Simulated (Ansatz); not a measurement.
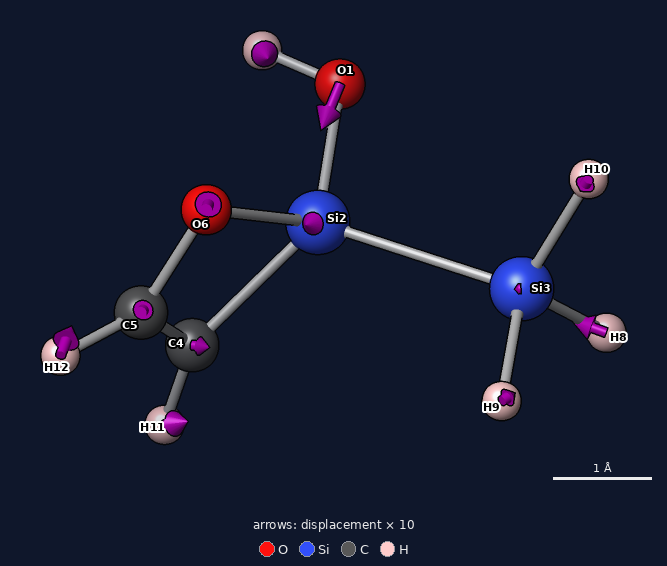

A relaxation of C2H6O2Si2. The starting structure is drawn; purple arrows show the displacements, magnified 10 times. The two geometries are superimposed by the best rigid fit.

The picture is a ball-and-stick view, seen at a tilt.

The start comes from PBE-D4/def2-SVP.

All numbers below come from Ansatz 0.2.0, RKS PBE0-D4/def2-TZVP.

Input file:
```yaml
crystal:
  periodic: [false, false, false]
  atoms:
    - {symbol: O, position_ang: [1.995273, 0.272231, -0.909758]}
    - {symbol: Si, position_ang: [0.445407, 0.116489, -0.309844]}
    - {symbol: Si, position_ang: [0.601459, -0.972368, 1.754140]}
    - {symbol: C, position_ang: [-1.050014, -0.116282, -1.377734]}
    - {symbol: C, position_ang: [-1.415950, 1.102651, -0.878919]}
    - {symbol: O, position_ang: [-0.424526, 1.662068, -0.102856]}
    - {symbol: H, position_ang: [2.051006, 0.655283, -1.804475]}
    - {symbol: H, position_ang: [1.006916, -2.408403, 1.555198]}
    - {symbol: H, position_ang: [-0.749923, -0.933758, 2.413177]}
    - {symbol: H, position_ang: [1.611397, -0.297044, 2.641288]}
    - {symbol: H, position_ang: [-1.637036, -0.816588, -1.980950]}
    - {symbol: H, position_ang: [-2.357008, 1.680419, -0.965267]}
basis:
  gaussian: {orbitals: def2-TZVP}
hamiltonian: {xc: pbe0, dispersion: d4}
relax: {f_tol: 0.005, max_steps: 150}
```

Command:
```bash
ansatz run in.yaml --threads 4 --pin off --events-out ev --progress --plain --max-ram 10444MiB
```

Q: Describe the change and its energy.

A: The largest move after the best rigid fit is that of O1, 0.057 Å. By element the largest moves are O 0.057 Å, H 0.048 Å, Si 0.031 Å, C 0.025 Å. Some distances before and after: Si2–O6 1.786 → 1.724 Å, O1–Si2 1.669 → 1.633 Å, C4–C5 1.367 → 1.345 Å, C5–H12 1.108 → 1.088 Å. Bond angles that change, for instance: Si2–O1–H7 114.8° → 117.4°. Over 8 accepted moves (9 points after the start) the energy falls by 0.098 eV. The largest force component goes from 1.1 to 0.0049 eV/Å. The line search rejected the trial step at point 6 of the run. Cost: 51 s on 4 threads of Arm Neoverse V1, on a shared host.
